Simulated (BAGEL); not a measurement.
# GeH3S (SMILES [SH][GeH2]) at UHF/STO-3G (density fitting with qzvpp-jkfit)

What is the energy change on altering one bond length of GeH3S at UHF/STO-3G (density fitting with qzvpp-jkfit)? 

The calculation is run with BAGEL 1.2.2.

2 further runs of the same task are left out: 2 set aside as unsound or not needed. Runs told in other sessions of the task aren't counted.

**1. Starting point**

GeH3S: 5 atoms, total charge 0, spin state doublet. As SMILES, `[SH][GeH2]`. The shape is that of a PBE0-D4/def2-TZVP optimisation. This is one conformer, not always the lowest.

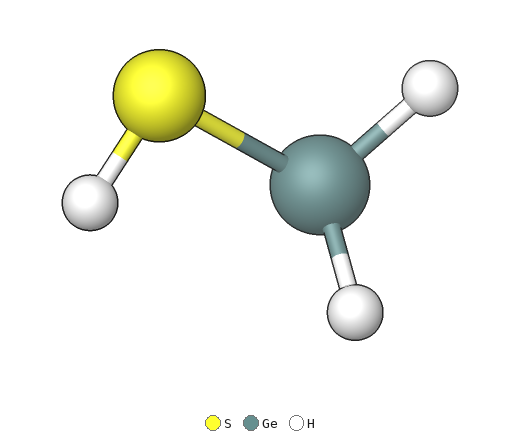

Viewed from a chosen angle; sulfur yellow, germanium teal, hydrogen white.

**2. A single-point energy at UHF/STO-3G (density fitting with qzvpp-jkfit)**

Contents of calc.json:

```json
{ "bagel" : [

{
  "title" : "molecule",
  "basis" : "sto-3g",
  "df_basis" : "qzvpp-jkfit",
  "angstrom" : true,
  "geometry" : [
    { "atom" : "S", "xyz" : [    1.138600,   -0.803200,    0.659500 ] },
    { "atom" : "Ge", "xyz" : [   -0.389500,    0.679300,    0.030100 ] },
    { "atom" : "H", "xyz" : [    0.246200,   -1.778900,    0.894600 ] },
    { "atom" : "H", "xyz" : [   -1.364100,    0.019600,   -0.978800 ] },
    { "atom" : "H", "xyz" : [    0.418600,    1.809400,   -0.646900 ] }
  ]
},
{
  "title" : "uhf",
  "nopen" : 1
},
{
  "title" : "print",
  "file" : "orbitals.molden",
  "orbitals" : true
}

]}
```

On the command line:

```bash
$ BAGEL_NUM_THREADS=1 BAGEL calc.json > calc.out
```

The program printed:

```text
* using 1 threads per process

  ===============================================================
  ===============================================================

  *** Geometry ***

  { "atom" : "S", "xyz" : [      2.151642,     -1.517828,      1.246274 ] },
  { "atom" : "Ge", "xyz" : [     -0.736048,      1.283691,      0.056881 ] },
  { "atom" : "H", "xyz" : [      0.465251,     -3.361634,      1.690549 ] },
  { "atom" : "H", "xyz" : [     -2.577775,      0.037039,     -1.849664 ] },
  { "atom" : "H", "xyz" : [      0.791039,      3.419270,     -1.222464 ] },

  Number of auxiliary basis functions:      448

  Since a DF basis is specified, we compute 2- and 3-index integrals:
    o Being stored without compression. Storage requirement is 0.003 GB

  Number of basis functions:       30
  Number of electrons      :       51

    * METHOD: MOLECULE                             0.15

  *** Open-shell HF ***

  === Nuclear Repulsion ===
   162.5950286824

      * DIIS with orbital gradients will be used.

  === UHF iteration (sto-3g) ===
      0      -2446.61777176          0.01373869           0.05
      1      -2446.64344102          0.00324458           0.05
      2      -2446.64632476          0.00149129           0.04
      3      -2446.64714773          0.00059955           0.05
      4      -2446.64740746          0.00017725           0.04
      5      -2446.64746261          0.00004814           0.05
      6      -2446.64747158          0.00001965           0.05
      7      -2446.64747333          0.00000703           0.05
      8      -2446.64747356          0.00000256           0.05
      9      -2446.64747359          0.00000076           0.05
     10      -2446.64747360          0.00000021           0.05
     11      -2446.64747360          0.00000009           0.05
     12      -2446.64747360          0.00000003           0.05
     13      -2446.64747360          0.00000001           0.05
     14      -2446.64747360          0.00000001           0.05
    * SCF iteration converged.

    * S^2 (UHF) is 0.7535

    * Permanent dipole moment:
           (    0.517725,    -0.088984,    -0.087173) a.u.

    * METHOD: UHF                                  0.81

    * METHOD: PRINT                                0.00

  ===============================================================
```

Run time: 1.1 s. Hardware: 1 thread of Arm Neoverse V1, shared host.

**3. The distorted shape at the same level**

Contents of job.json:

```json
{ "bagel": [

{
  "title": "molecule",
  "basis": "sto-3g",
  "df_basis": "qzvpp-jkfit",
  "angstrom": "true",
  "geometry": [
    { "atom": "S", "xyz": [       1.625895,      -0.473353,       1.163945 ] },
    { "atom": "Ge", "xyz": [       0.097795,       1.009147,       0.534545 ] },
    { "atom": "H", "xyz": [       0.733495,      -1.449053,       1.399045 ] },
    { "atom": "H", "xyz": [      -1.364100,       0.019600,      -0.978800 ] },
    { "atom": "H", "xyz": [       0.905895,       2.139247,      -0.142455 ] }
  ]
},

{
  "title": "uhf",
  "nopen": 1
},

{
  "title": "print",
  "file": "orbitals.molden",
  "orbitals": "true"
}

]}
```

On the command line:

```bash
$ BAGEL_NUM_THREADS=1 BAGEL job.json > job.out
```

The program printed:

```text
* using 1 threads per process

  ===============================================================
  ===============================================================

  *** Geometry ***

  { "atom" : "S", "xyz" : [      3.072496,     -0.894508,      2.199537 ] },
  { "atom" : "Ge", "xyz" : [      0.184806,      1.907011,      1.010144 ] },
  { "atom" : "H", "xyz" : [      1.386105,     -2.738313,      2.643812 ] },
  { "atom" : "H", "xyz" : [     -2.577775,      0.037039,     -1.849664 ] },
  { "atom" : "H", "xyz" : [      1.711893,      4.042591,     -0.269201 ] },

  Number of auxiliary basis functions:      448

  Since a DF basis is specified, we compute 2- and 3-index integrals:
    o Being stored without compression. Storage requirement is 0.003 GB

  Number of basis functions:       30
  Number of electrons      :       51

    * METHOD: MOLECULE                             0.15

  *** Open-shell HF ***

  === Nuclear Repulsion ===
   158.4409505006

      * DIIS with orbital gradients will be used.

  === UHF iteration (sto-3g) ===
      0      -2446.45842069          0.01704233           0.05
      1      -2446.50845727          0.00466949           0.05
      2      -2446.51961173          0.00204166           0.05
      3      -2446.52582468          0.00155681           0.05
      4      -2446.53217595          0.00130974           0.05
      5      -2446.53814479          0.00023262           0.05
      6      -2446.53821640          0.00015337           0.05
      7      -2446.53823713          0.00005573           0.05
      8      -2446.53825442          0.00002707           0.05
      9      -2446.53825518          0.00000627           0.05
     10      -2446.53825541          0.00000137           0.05
     11      -2446.53825543          0.00000059           0.05
     12      -2446.53825543          0.00000022           0.05
     13      -2446.53825543          0.00000008           0.05
     14      -2446.53825543          0.00000003           0.05
     15      -2446.53825543          0.00000002           0.05
     16      -2446.53825543          0.00000001           0.05
    * SCF iteration converged.

    * S^2 (UHF) is 1.0519

    * Permanent dipole moment:
           (    0.197276,    -0.106226,    -0.072323) a.u.

    * METHOD: UHF                                  0.92

    * METHOD: PRINT                                0.00

  ===============================================================
```

It took 1.2 s on 1 thread of Arm Neoverse V1, shared host.

**4. Summary of results**

Level: UHF/STO-3G (density fitting with qzvpp-jkfit).

```
                                                          quantity           value
                                         first shape: total energy  -2446.64747 Eh
                                        first shape: dipole moment          1.35 D
                                                 first shape: ⟨S²⟩           0.753
                                     distorted shape: total energy  -2446.53826 Eh
                                    distorted shape: dipole moment          0.60 D
                                             distorted shape: ⟨S²⟩           1.052
energy change with the Ge2–H4 bond stretched from 1.550 to 2.325 Å        2.972 eV
```

**Reading.** With the Ge2–H4 bond stretched from 1.550 to 2.325 Å the energy rises by 2.97 eV (287 kJ/mol). The first shape isn't relaxed at this level, so the change isn't measured from a minimum. The minimal basis adds a large error of its own. ⟨S²⟩ (distorted shape) is 1.05 where a pure doublet has 0.75: the reference is spin-contaminated.
